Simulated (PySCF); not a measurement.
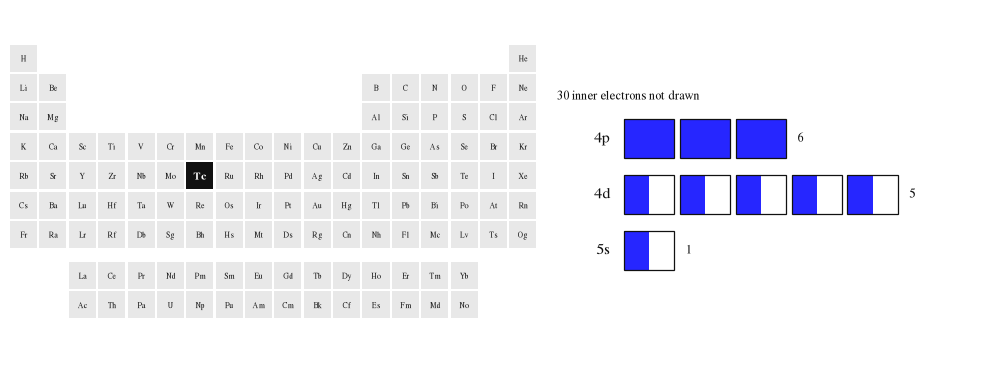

Fig. 1: Left, the place of technetium in the periodic table; right, the outer shells of the nominal configuration: a box for each of the 2l + 1 orbitals, shaded by the share of the shell that is filled, with the electron count at the right.

# Run report: Tc⁺, atomic calculation

- system: Tc⁺, configuration 1s2 2s2 2p6 3s2 3p6 3d10 4s2 4p6 4d5 5s1, multiplicity 7.
- method: unrestricted LDA, aug-cc-pVDZ-PP with ECP28, scalar-relativistic core potential (PySCF)

**Log (extracts)**
```
damping factor = 0
level_shift factor = 0
DIIS = <class 'pyscf.scf.diis.CDIIS'>
diis_start_cycle = 1
diis_space = 10
diis_damp = 0
SCF conv_tol = 1e-09
SCF conv_tol_grad = None
number electrons alpha = 10  beta = 4
XC functionals = LDA,VWN
    P. A. M. Dirac.,  Math. Proc. Cambridge Philos. Soc. 26, 376 (1930)
    F. Bloch.,  Z. Phys. 57, 545 (1929)
    S. H. Vosko, L. Wilk, and M. Nusair.,  Can. J. Phys. 58, 1200 (1980)
cycle= 1 E= -79.9836840461165  delta_E= -0.00602  |g|= 0.0612  |ddm|= 0.283
cycle= 2 E= -79.9838482397307  delta_E= -0.000164  |g|= 0.0579  |ddm|= 0.264
cycle= 3 E= -79.9852367330107  delta_E= -0.00139  |g|= 0.000136  |ddm|= 0.129
cycle= 4 E= -79.985236745451  delta_E= -1.24e-08  |g|= 3.85e-05  |ddm|= 0.000321
cycle= 5 E= -79.9852367461316  delta_E= -6.81e-10  |g|= 5.28e-07  |ddm|= 7.54e-05
converged SCF energy = -79.9852367461316  <S^2> = 12.000025  2S+1 = 7.000007
```

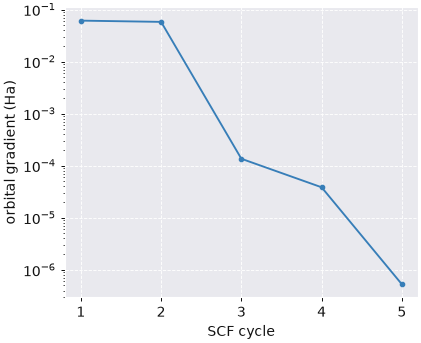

Fig. 2: Convergence: orbital gradient against the SCF cycle. The residual falls almost steadily, with no more than small rises or pauses. It goes from 0.061 to 5.3×10⁻⁷ in 5 steps.

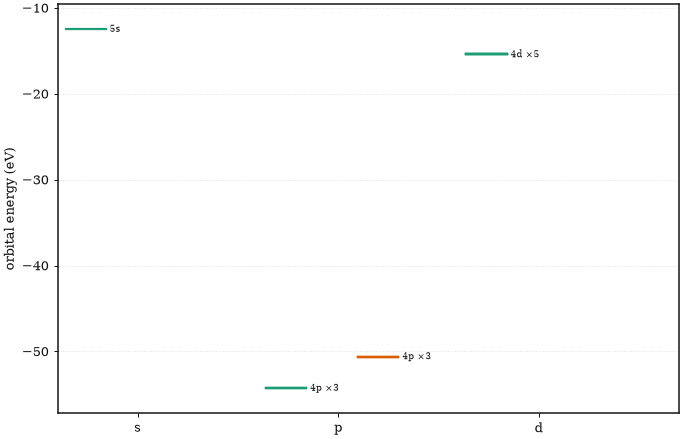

Fig. 3: Orbital energies of the mean field, from the top down to −54.3 eV, by angular momentum, α spin at the left of each column and β at the right; ×n counts the orbitals under one label. The highest filled orbital is 5s α at −12.5 eV, the lowest empty one d β at −11.8 eV.

**Input file**
```python
from pyscf import gto, scf, dft, mp, cc
mol = gto.M(atom="Tc 0 0 0", charge=1, spin=6, symmetry="D2h",
            basis="aug-cc-pVDZ-PP",
            ecp="aug-cc-pVDZ-PP")
mf = dft.UKS(mol, xc="LDA,VWN")
mf.irrep_nelec = {'Ag': (4, 1), 'B1g': (1, 0), 'B2g': (1, 0), 'B3g': (1, 0), 'B1u': (1, 1), 'B2u': (1, 1), 'B3u': (1, 1)}
mf.kernel()
```

The script is an equivalent of what the driver set up; the driver started from orbitals of its own, so the log can be shorter than this script's would be, and it computed the properties (radii, ⟨L²⟩, response) afterwards. It held the occupations shell by shell, which the script's counts by irreducible representation don't always enforce.

**Results in brief**

- outcome: converged
- total energy (valence electrons, under a core potential): −79.985237 hartree
- ⟨S²⟩: 12.000
- SCF iterations: 5
- hardware: 1 CPU thread, shared host
